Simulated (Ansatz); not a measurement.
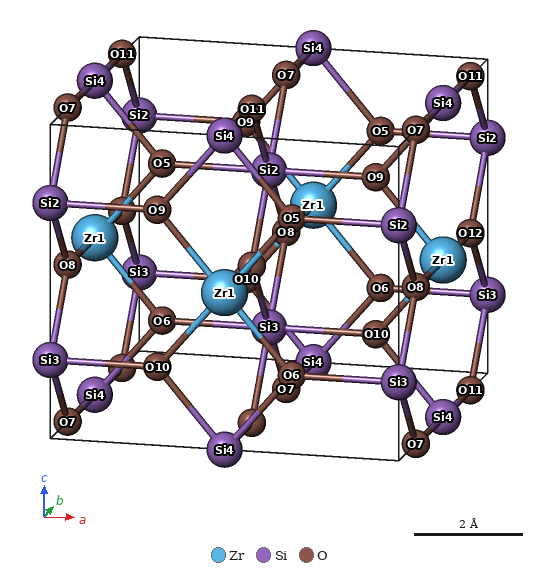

This is the input geometry for a relaxation of a crystal of ZrSi3O8 (a generated structure, set up in Cmmm) (coarse preliminary run). The picture is a ball-and-stick view of the conventional cell (2 times the calculation's cell), seen slightly off an axis. Lengths and directions refer to the drawn axes.

Level of theory: DFT PBE, scalar-relativistic, plane waves, PAW in Ansatz 0.2.0.

The input:
```yaml
crystal:
  lattice:
    - [3.34402822, -3.34402822, 0.0]
    - [3.34402822, 3.34402822, 0.0]
    - [0.0, 0.0, 6.03644878]
  atoms:
    - { symbol: Zr, position: [0.5, 0.5, 0.5] }
    - { symbol: Si, position: [0.0, 0.0, 0.75] }
    - { symbol: Si, position: [0.0, 0.0, 0.25] }
    - { symbol: Si, position: [0.5, 0.5, 0.0] }
    - { symbol: O, position: [0.69330001, 0.30669999, 0.75] }
    - { symbol: O, position: [0.69330001, 0.30669999, 0.25] }
    - { symbol: O, position: [0.19330001, 0.19330001, 0.0] }
    - { symbol: O, position: [0.19330001, 0.19330001, 0.5] }
    - { symbol: O, position: [0.30669999, 0.69330001, 0.75] }
    - { symbol: O, position: [0.30669999, 0.69330001, 0.25] }
    - { symbol: O, position: [0.80669999, 0.80669999, 0.0] }
    - { symbol: O, position: [0.80669999, 0.80669999, 0.5] }
basis:
  ecutwfc: 420
kpoints:
  mp_grid: { grid: [4, 4, 4] }
hamiltonian:
  xc: pbe
scf:
  occupations: { method: gaussian, width: 0.1 }
  lower_state_search: "off"
output:
  forces: true
  stress: true
  eigenvalues: true
relax:
  adjacent_minimum: "off"
  f_tol: 0.04
  max_steps: 70
  cell: { stress_tol: 0.4 }
```

Run as
```bash
ansatz run input.yaml --threads 1 --pin off --max-ram 2560MiB --backend cpu --events-out ev --progress --plain --runs-dir out
```

Question: What does the optimiser find from here?

Answer: The energy falls by 393 meV per atom in 6 accepted moves (8 points after the start). The largest force component goes from 4.8 to 0.024 eV/Å. The pressure goes from −24.19 to 0.08 GPa. The SCF was repeated twice at an unchanged geometry on a basis and grid sized afresh for the cell, which shifted the energy by 3.4 meV per atom at most. The largest moves relative to the cell, 0.19 Å, are those of O5, O6, O9 and O10. O6 goes along [1 0 −3]. By element the largest moves are O 0.19 Å, Si 0.08 Å. Zr stays in place. The drawn cell changes as follows: a 6.688 → 6.075 Å (−9.2 %), b 6.688 → 6.364 Å (−4.8 %), c 6.036 → 5.752 Å (−4.7 %); the volume changes by −17.6 %. Near-neighbour distances that change, for instance: Si2–O5 2.051 → 1.798 Å, Si4–O10 1.987 → 1.770 Å, Si2–O11 1.987 → 1.837 Å, Si2–O12 1.987 → 1.874 Å. Bond angles that change, for instance: Si2–O12–Si3 98.8° → 107.8°, O8–Si2–O12 81.2° → 72.2°, O5–Si4–O6 98.8° → 90.9°. The space group stays Cmmm (No. 65). The run took 81 s on 1 thread of Arm Neoverse V2 (shared host), peak memory 0.44 GiB.

Step by step:

```
step  E − E(0), meV/atom  largest force component, eV/Å  pressure, GPa  volume, Å³/atom                      note
   0                0.00                         4.7797         -24.19           11.250                          
   1             -304.07                         1.1171         -19.08           10.256                          
   2             -394.24                         0.3471           0.61            9.293                          
   3             -395.87                         0.1435           0.34            9.303                          
   4             -396.08                         0.0605           0.01            9.307                          
   5             -396.12                         0.0214           0.01            9.304                          
   6             -392.67                         0.0207          -0.78            9.304  same geometry, new basis
   7             -392.97                         0.0241           0.11            9.265                          
   8             -392.77                         0.0243           0.08            9.265  same geometry, new basis
```

The structure at the end:

```
Zr Si O
1.0
     3.18198   -3.03746    0.00000
     3.18198    3.03746    0.00000
     0.00000    0.00000    5.75172
Zr Si O
1 3 8
Direct
  0.50000 0.50000 0.50000
  0.00000 0.00000 0.76324
  0.00000 0.00000 0.23676
  0.50000 0.50000 0.00000
  0.70442 0.29558 0.78069
  0.70442 0.29558 0.21931
  0.19373 0.19373 0.00000
  0.17354 0.17354 0.50000
  0.29558 0.70442 0.78069
  0.29558 0.70442 0.21931
  0.80627 0.80627 0.00000
  0.82646 0.82646 0.50000
```

The end point in the same view:

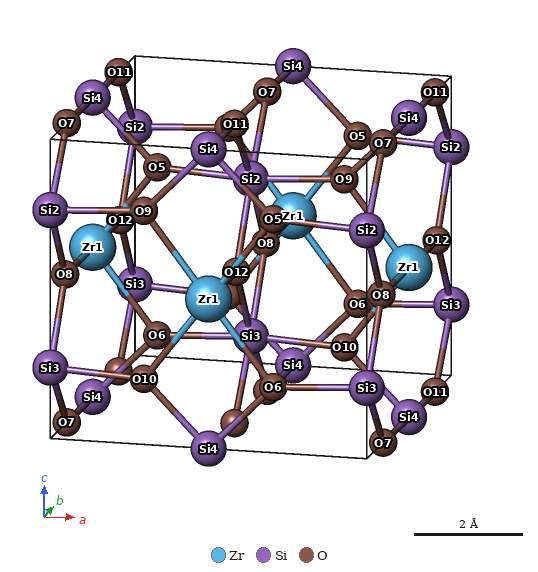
